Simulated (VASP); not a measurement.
Band structure of GaP (zinc blende). Level of theory: PBEsol GGA with spin-orbit coupling, VASP's PBE PAW potentials (set 64) (plane waves; VASP).

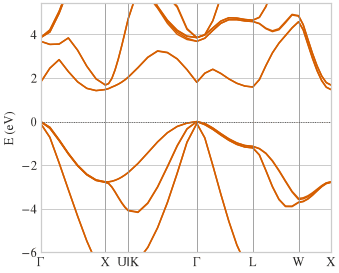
Fig. 1. Bands along high-symmetry lines, zero at the valence-band maximum or, without a gap, the Fermi level

Q: Read the plot: is there a gap, and where are the band edges?

A: The gap is indirect, 1.42 eV, from the valence maximum at Γ to the conduction minimum at Γ-X at 0.86.

Measured: gap 2.43 eV (computed value off by -1.01 eV), as given by Wei Chen et al., Physical Review Materials (2018), doi:10.1103/physrevmaterials.2.073803 [zero-point renormalisation of 0.08 eV added back (the table's ZPR column)].

The compound is GaP in the zinc blende structure. It was relaxed first.
